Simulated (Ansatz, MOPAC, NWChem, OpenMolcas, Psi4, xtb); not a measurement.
InHF2 (SMILES [F][InH][F]): the highest harmonic wavenumber at each level's own minimum, rung by rung

InHF2, singlet, SMILES `[F][InH][F]`. Each level relaxes the structure for itself.

Each level gives the highest harmonic wavenumber at each level's own minimum (cm⁻¹). The values are calculated.

```csv
level,kind,program,value (cm⁻¹)
PM3,semi-empirical,MOPAC,2005
PM7,semi-empirical,MOPAC,2069
GFN2-xTB,semi-empirical,xtb,1655
GFN1-xTB,semi-empirical,xtb,2080
HF/3-21G,Hartree–Fock,OpenMolcas,2002
BP86/def2-SVP (core potential),GGA,NWChem,1816
PBE0-D4/def2-TZVP (core potential),global hybrid,Ansatz,1939
"PBE0-D4/def2-SVP (density fitting, core potential)",global hybrid,Psi4,1902
PBE0/def2-SVP (core potential),global hybrid,OpenMolcas,1914
```

All-electron rows without a relativistic Hamiltonian named are non-relativistic, while core potentials hold scalar relativity, so basis and relativity change together. Harmonic and unscaled. The values span 1655 to 2080 cm⁻¹.

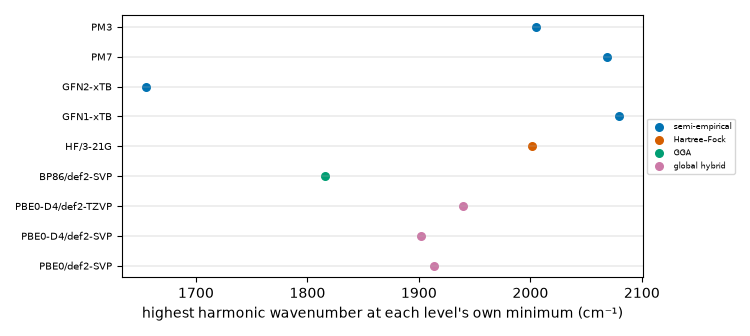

The values of the table, level by level.
